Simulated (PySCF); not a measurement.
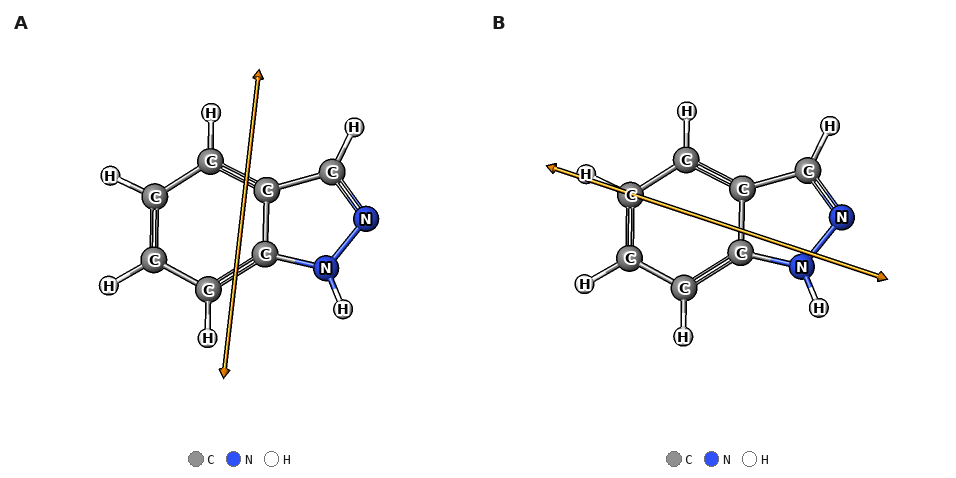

The double arrows show the directions of two transition dipoles from the ground state (lengths mean nothing). Computed geometry: GFN2-xTB optimisation. No frequency run is at hand to confirm it as a minimum. Level of theory: TDDFT PBE0/def2-SVPD, vertical, gas phase, core orbitals frozen in the response (PySCF 2.14.0).

> One belongs to singlet state 1 and one to singlet state 2. Which is which?

A: state 1, 4.87 eV (255 nm), oscillator strength 0.065, mainly HOMO → LUMO (weight 0.82).
B: state 2, 5.25 eV (236 nm), oscillator strength 0.047, mainly HOMO−1 → LUMO (weight 0.59).
